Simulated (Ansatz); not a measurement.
# BH2+ (triplet): the correlation ladder at angle H2–B1–H3 = 139.8°, aug-cc-pVTZ

Aim: climb from Hartree-Fock through coupled cluster and multireference methods for BH2+ (triplet) at one geometry and basis, and see what each rung misses.

Method: aug-cc-pVTZ, core rule «outside noble gas», up to 1 orbitals frozen; program: Ansatz 0.2.0, Gaussian basis.

The runs, in order: UHF; CCSD(T) on ROHF; CCSD(T) on UHF; BCCD(T) on ROHF; CCSDT(Q) on ROHF; CCSDT(Q) on UHF; CASSCF and NEVPT2, 4 electrons in 6 orbitals; Full CI.

12 further runs of the same task are left out: 2 for a known fault of the program, 7 that didn't finish, 3 set aside as unsound or not needed.

## (1) What is computed

The geometry derives from a PBE0/def2-TZVP stationary point (not a proven minimum). One angle is set to the value named; bond lengths are kept.

3 atoms, charge 1, spin multiplicity 3.

Atoms are counted from 1 here; the program's logs count them from 0.

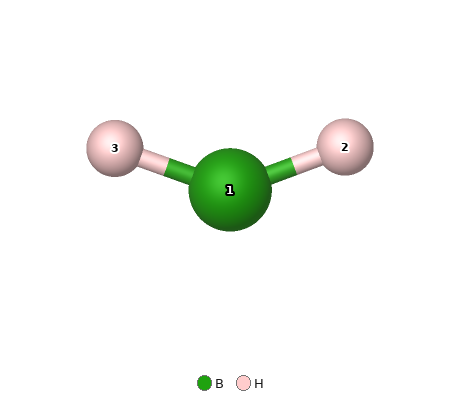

The geometry (boron green, hydrogen pink); atoms are numbered from 1 in the order of the file.

## (2) UHF

in.yaml reads:

```yaml
crystal:
  periodic: [false, false, false]
  atoms:
    - {symbol: B, position_ang: [0.000000, 0.000000, -0.069720]}
    - {symbol: H, position_ang: [0.000000, 1.212259, 0.373904]}
    - {symbol: H, position_ang: [0.000000, -1.212259, 0.373904]}
basis:
  gaussian: {orbitals: aug-cc-pVTZ}
total_charge: 1
magnetization: {spin_polarized: true, initial_magnetization: 2}
hamiltonian: {xc: hf}
output: {orbitals: {seedname: orbitals}}
```

The run is started by

```
ansatz run in.yaml --threads 1 --pin off --events-out ev --progress --plain --max-ram 2393MiB
```

The runs that follow: CCSD(T) on ROHF; CCSD(T) on UHF; BCCD(T) on ROHF; CCSDT(Q) on ROHF; CCSDT(Q) on UHF; CASSCF and NEVPT2, 4 electrons in 6 orbitals; Full CI.

Before running them: what should the planned runs give, taken together? Wanted: FCI below the RHF energy; RMP2 from FCI; UMP2 from FCI; RCCSD from FCI; RCCSD(T) from FCI; UCCSD(T) from FCI; RCCSDT(Q) from FCI; UCCSDT(Q) from FCI; NEVPT2 valence from FCI.

As calculated:

```
                         quantity                                                              value
         FCI below the RHF energy                                                         -2.2886 eV
                    RMP2 from FCI                                                         +534.4 meV
                    UMP2 from FCI                                                         +579.4 meV
                   RCCSD from FCI                                                          +67.7 meV
                RCCSD(T) from FCI                                                          +14.3 meV
                UCCSD(T) from FCI                                                          +13.2 meV
               RCCSDT(Q) from FCI                                                           -0.1 meV
               UCCSDT(Q) from FCI                                                           -0.8 meV
          NEVPT2 valence from FCI                                                         +239.9 meV
levels within 1 kcal/mol (43 meV)  RCCSD(T), UCCSD(T), BCCD(T), RCCSDT, UCCSDT, RCCSDT(Q), UCCSDT(Q)
                    T1 diagnostic                                                              0.026
   effectively unpaired electrons                                                               2.03
```

RCCSD(T) lands +14.3 meV from the yardstick (0.6 % of the correlation energy). One determinant dominates. Coupled cluster took another determinant than the lowest Hartree-Fock one. These misses are within one basis, not against nature; the frozen cores of restricted and unrestricted runs differ, which can shift their rows.
